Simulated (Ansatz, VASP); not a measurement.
# Cross-check of BiTe between VASP and Ansatz, part 2 of 2

One calculation is typed for both programs; each brings its own data sets and cutoff. How far apart do they land?  The structure shown is the end of the VASP relaxation below.

VASP 6.6.1 and Ansatz 0.2.0.

So far: Starting point; VASP: relaxation, PBE.

## Step 3: Ansatz: single point, PBE

Level of this step: Ansatz beside VASP: Kohn-Sham DFT, plane waves, PBE (Ansatz).

Ansatz runs on its default PAW (the set named soft_2) files.

The same cell, functional, mesh and smearing now go to Ansatz, which takes its cutoff from its data sets.

File input.yaml:

```yaml
crystal:
  lattice:
    - [4.57498087, 0.0, 0.0]
    - [0.0, 6.47, 0.0]
    - [0.0, 0.0, 24.14996175]
  atoms:
    - { symbol: Bi, position: [0.5, 0.5, 0.3105595] }
    - { symbol: Bi, position: [0.0, 0.0, 0.40527975] }
    - { symbol: Bi, position: [0.5, 0.5, 0.50263346] }
    - { symbol: Bi, position: [0.0, 0.0, 0.60178964] }
    - { symbol: Bi, position: [0.5, 0.5, 0.69234849] }
    - { symbol: Te, position: [0.5, 0.0, 0.3105595] }
    - { symbol: Te, position: [0.0, 0.5, 0.40527975] }
    - { symbol: Te, position: [0.5, 0.0, 0.50028467] }
    - { symbol: Te, position: [0.0, 0.5, 0.6026753] }
    - { symbol: Te, position: [0.5, 0.0, 0.6859292] }
hamiltonian:
  xc: pbe
  pseudopotentials: { kind: paw }
kpoints:
  mp_grid: { grid: [6, 4, 1] }
scf:
  occupations: { method: gaussian, width: 0.05 }
  n_extra_bands: 6
efield:
  axis: 3
  dipole_correction: true
  ramp_width: 0.04
output:
  forces: true
  eigenvalues: true
```

The run is started by

```console
ansatz run input.yaml --threads 4 --pin off --max-ram 9216MiB --backend cpu --events-out ev --progress --plain --runs-dir out
```

Numbers of over 12 decimals in the logs are rounded to 6 here.

Output:

```text
scf.n_extra_bands = 6 over 78 filled bands (N_el = 155.0): the run solves 84 bands
Engine: ansatz 0.2.0, aarch64-unknown-linux-gnu
Pseudopotentials: kind: paw
Pseudopotential: Bi, paw, valence charge 15, recommended cutoff 420 eV (normal), Bi.paw.azcp
Pseudopotential: Te, paw, valence charge 16, recommended cutoff 420 eV (normal), Te.paw.azcp
Functional definition: PBE
  parameter kappa = 0.804
  parameter beta = 0.066725
  exchange = pbe_x(kappa = kappa, mu = beta*pi^2/3)
  correlation = pbe_c(beta = beta)
Crystal: 10 atoms, lattice volume = 714.842 Å³
Basis set: ecut = 420 eV, 14011 PW (Γ), exchange–correlation on 64×90×324 points (8 copies of the dense FFT grid, shifted against one another)
Bands: 84, of which v1, the nominal top of the filled ones, is band 78 counted from 1 (77 counted from 0)
Symmetry: 4 space group operations
Space group: Pmm2 (ITA 25), of the structure as read, at distance tolerance 8.9e-5 Å
k-points: 12 of 24
Non-local potential: Bi, projectors of the file, l = 0: 2, l = 1: 2, l = 2: 2, l = 3: 2
Non-local potential: Te, projectors of the file, l = 0: 2, l = 1: 2, l = 2: 2, l = 3: 2
PAW form: soft (Blöchl's): semilocal exchange-correlation on the pseudo side does not see the compensation charge
PAW one-centre angular grid: Bi, 590 points (default); XC on 64 Gauss nodes
PAW one-centre angular grid: Te, 590 points (default); XC on 64 Gauss nodes
Initial density: superposition of atomic densities (neutral atoms: chi_scale 0, normalization atom), corrected by the library's trained network
Initial wavefunctions: pseudopotential atomic-orbital guess
Functional: x = pbe(κ = 0.804, μ = 0.219515), c = pbe(β = 0.066725)
SCF iter   1: F=—  HF=-96882.224358 eV  |F-HF|=—  |Δ(HF+E_count)|=         —  Δρ=1.61e-3  dr2=1.06e-1  ethr=1.77e-3  p=0.038 e·Å  D=9.56e-3 V/Å  ΔV_dip=-0.23 eV  dr2_dipole=4.46e-2  V_vac-E_F(+/−)=4.09/4.33 eV  ⟨swp⟩=7.8  Hψ=4423  notcnv=0
efield: sawtooth ramp at fractional position 0.9815 (placed from the atoms, in the widest stretch of the axis that holds none; the zero of the levels goes with the place), width 0.0400; the density the first Hamiltonian is built on has a dipole p = 0.038 e·Å; the dipole correction subtracts the counter field D = 9.56e-3 V/Å, which shifts the + side's vacuum level by -0.23 eV against the − side's; the planar-averaged density in the ramp window peaks in size at 1.2e-5 e/Å³
preconditioner: auto → LDOS  [metal: Δε(μ)=0.035 eV  Ē_g=6.713 eV  σ=0.050 eV  W_gap=0.35  n_scr=122 (ndim 8)  ℏωp=10.3 eV  f_vac=0.481  D(μ)=6.31/eV (n_scr^D=22)  β→1.0]
SCF iter   2: F=—  HF=-96882.224562 eV  |F-HF|=—  |Δ(HF+E_count)|=   2.04e-4  Δρ=1.05e-3  dr2=2.75e-2  ethr=6.83e-5  p=0.021 e·Å  D=5.29e-3 V/Å  ΔV_dip=-0.13 eV  dr2_dipole=9.81e-3  V_vac-E_F(+/−)=4.14/4.27 eV  ⟨swp⟩=2.6  Hψ=2260  notcnv=0  defer=9
SCF iter   3: F=—  HF=-96882.220848 eV  |F-HF|=—  |Δ(HF+E_count)|=   3.71e-3  Δρ=3.66e-4  dr2=4.64e-3  ethr=1.77e-5  p=0.027 e·Å  D=6.89e-3 V/Å  ΔV_dip=-0.17 eV  dr2_dipole=1.49e-3  V_vac-E_F(+/−)=4.12/4.29 eV  ⟨swp⟩=2.0  Hψ=1992  notcnv=0  defer=9
SCF iter   4: F=—  HF=-96882.220490 eV  |F-HF|=—  |Δ(HF+E_count)|=   3.59e-4  Δρ=9.02e-5  dr2=3.08e-4  ethr=2.99e-6  p=0.026 e·Å  D=6.48e-3 V/Å  ΔV_dip=-0.16 eV  dr2_dipole=8.81e-5  V_vac-E_F(+/−)=4.13/4.29 eV  ⟨swp⟩=2.0  Hψ=1910  notcnv=0  defer=9
SCF iter   5: F=—  HF=-96882.220484 eV  |F-HF|=—  |Δ(HF+E_count)|=   5.97e-6  Δρ=3.18e-5  dr2=2.15e-5  ethr=1.98e-7  p=0.025 e·Å  D=6.39e-3 V/Å  ΔV_dip=-0.15 eV  dr2_dipole=2.83e-7  V_vac-E_F(+/−)=4.14/4.29 eV  ⟨swp⟩=2.0  Hψ=1119  notcnv=0  defer=9
SCF iter   6: F=—  HF=-96882.220632 eV  |F-HF|=—  |Δ(HF+E_count)|=   1.48e-4  Δρ=1.16e-5  dr2=1.98e-6  ethr=1.39e-8  p=0.025 e·Å  D=6.38e-3 V/Å  ΔV_dip=-0.15 eV  dr2_dipole=1.76e-7  V_vac-E_F(+/−)=4.14/4.29 eV  ⟨swp⟩=2.0  Hψ=1790  notcnv=0  defer=9
SCF iter   7: F=—  HF=-96882.220632 eV  |F-HF|=—  |Δ(HF+E_count)|=   2.75e-7  Δρ=5.02e-6  dr2=3.93e-7  ethr=1.28e-9  p=0.025 e·Å  D=6.38e-3 V/Å  ΔV_dip=-0.15 eV  dr2_dipole=8.33e-8  V_vac-E_F(+/−)=4.14/4.29 eV  ⟨swp⟩=2.0  Hψ=1814  notcnv=0  defer=9
SCF iter   8: F=-96882.220632 eV  HF=-96882.220632 eV  |F-HF|=1.16e-8  |Δ(HF+E_count)|=   9.25e-8  Δρ=2.00e-6  dr2=4.82e-8  ethr=6.45e-11  p=0.025 e·Å  D=6.38e-3 V/Å  ΔV_dip=-0.15 eV  dr2_dipole=2.08e-10  V_vac-E_F(+/−)=4.14/4.29 eV  ⟨swp⟩=9.3  Hψ=4989  notcnv=0
SCF 1 converged in 8 iterations: F = -96882.220632 eV  dr2 = 4.82e-8
  greatest PAW one-centre occupation: 0.998 electrons in one spin orbital (limit 2), on the Te atom at site 8 (counted from 0), in its partial waves of l = 2
SCF converged after 8 iterations
Free energy (F): -96882.220632 eV
Harris-Foulkes:  -96882.220632 eV  (|F-HF|=1.16e-8)
Internal energy: -96882.211158 eV  (E = F + TS)
E sigma→0 (E₀):  -96882.215895 eV
Entropy (-TS):   -0.009474 eV (-0.947 meV/atom)
Fermi energy:    2.400720 eV
Dipole field:    D = 0.006366 V/Å  (p = 0.025150 e·Å, saw-weighted, corrected)
Work function:   Φ+ = 4.1381 eV   Φ− = 4.2918 eV
Levels:          The Fermi level and band energies are counted from a zero that moves with the ramp; work functions are not
--- Per-component energies (eV) ---
  E_band       = -2950.493073
  E_kinetic    = 2403.363881
  E_local      = -96814.858951  (includes V_loc(G=0)·N_el)
  E_nonlocal   = 1249.477583
  E_hartree    = 47387.764660
  E_xc         = -1373.569013
  E_vxc        = -1235.373089  (∫ρ·V_xc dr)
  E_paw        = -76625.693154  (= ΣΔE_a)
  E_vpaw       = -3328.648218  (= ΣTr[D̂ρ^β])
  E_aug_tail   = -0.003045  (compensation charges beyond the density's cutoff)
  E_efield     = 0.000080  (sawtooth field / dipole correction)
  E_vefield    = -0.005905  (∫n·V_field dr)
  E_ewald      = 26891.306802
  E_smearing   = -0.009474  (= −TS)
  E_closure    = -0.000000  (closes the sum)
  Σ components = -96882.220632   (vs F -96882.220632, Δ=0.00e0)
--- Forces (eV/Å), atoms counted from 1 ---
  atom   1  Bi     0.00000000     0.00000000     0.30267209
  atom   2  Bi     0.00000000    -0.00000000    -0.62968529
  atom   3  Bi     0.00000000    -0.00000000    -0.00209812
  atom   4  Bi     0.00000000    -0.00000000     0.01629513
  atom   5  Bi    -0.00000000     0.00000000    -0.00539132
  atom   6  Te    -0.00000000     0.00000000     0.60008387
  atom   7  Te     0.00000000    -0.00000000    -0.28355601
  atom   8  Te    -0.00000000     0.00000000    -0.00838377
  atom   9  Te     0.00000000     0.00000000     0.01021792
  atom  10  Te     0.00000000     0.00000000    -0.00016463
  max |Σ_I F_I| component: 1.01e-5 eV/Å
--- Band table (eV; the first three rows and the last of 12) ---
  k-point 0: bands = [... 74 lower, 0.9192, 2.0501, 2.4633, 2.6689, 2.8277, 3.3955, 3.6277, 3.9068, ... 2 higher]
  k-point 1: bands = [... 74 lower, 0.8614, 2.0881, 2.1072, 2.4825, 2.8672, 2.9106, 3.1965, 3.2615, ... 2 higher]
  k-point 2: bands = [... 74 lower, 0.9885, 1.7043, 1.9801, 2.2014, 2.3855, 2.5305, 2.5496, 2.5925, ... 2 higher]
  k-point 11: bands = [... 74 lower, 1.2687, 1.4372, 1.7483, 1.9330, 1.9499, 2.0346, 2.2583, 2.4076, ... 2 higher]
```

It took 16 s on 4 threads of Arm Neoverse V2, shared host; peak memory 1.6 GiB; 62 s of CPU time.

Reading the cycles: dr2 is the Hartree energy of the density residual (eV), the measure of convergence; HF is the Harris–Foulkes estimate of the energy, which meets the free energy F at convergence.

## Step 4: Differences

Known differences besides the PAW data sets themselves: the data sets hold 155 valence electrons in Ansatz (default PAW (the set named soft_2) files) and 55 in VASP; the cutoff is 420 eV in Ansatz and 300 eV in VASP (PREC = Normal); VASP leaves aspherical gradient terms in its spheres out (LASPH is not set), Ansatz keeps them. Total energies have different zeros and are not compared.

Forces (eV/Å; atoms numbered as in POSCAR):

```csv
atom,"Ansatz x, y, z","VASP x, y, z"
Bi1,"0.000, 0.000, 0.303","0.000, 0.000, 0.303"
Bi2,"0.000, 0.000, -0.630","0.000, 0.000, -0.630"
Bi3,"0.000, 0.000, -0.002","0.000, 0.000, -0.002"
Bi4,"0.000, 0.000, 0.016","0.000, 0.000, 0.001"
Bi5,"0.000, 0.000, -0.005","0.000, 0.000, 0.002"
Te6,"0.000, 0.000, 0.600","0.000, 0.000, 0.603"
Te7,"0.000, 0.000, -0.284","0.000, 0.000, -0.280"
Te8,"0.000, 0.000, -0.008","0.000, 0.000, -0.004"
Te9,"0.000, 0.000, 0.010","0.000, 0.000, -0.002"
Te10,"0.000, 0.000, 0.000","0.000, 0.000, 0.009"
```

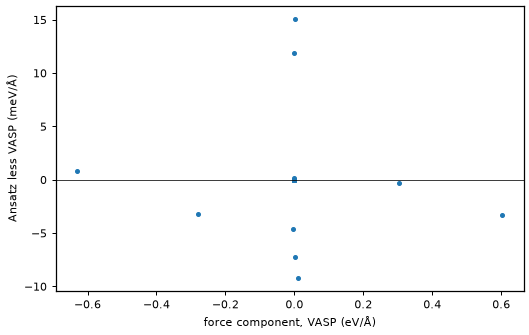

Difference of the force components against their size.

The forces differ by 4.3 meV/Å r.m.s., which is 2.4 % of the r.m.s. force of 0.18 eV/Å (both taken over all components, held atoms included).

## Step 5: Results

* r.m.s. force difference (single point, PBE): 4.3 meV/Å

**Reading.** The r.m.s. force difference is 4.3 meV/Å (single point, PBE), within the 12 meV/Å picked in this series as the mark of a large difference. Differences of this kind measure data sets and numerical settings, not the functional's error against experiment.

[Lines on the potential files, build, host, timing and source positions are cut from VASP's logs without a mark.]

[Logs are printed without paths, hosts, clocks, repeated set-up lines and the standing remarks that a program may print on its own settings, such as how far it seeks lower states.]

[Hosts, paths, dates, database ids (printed as entryN), source tags and the programs' standing remarks are cut or masked in the printed files.]
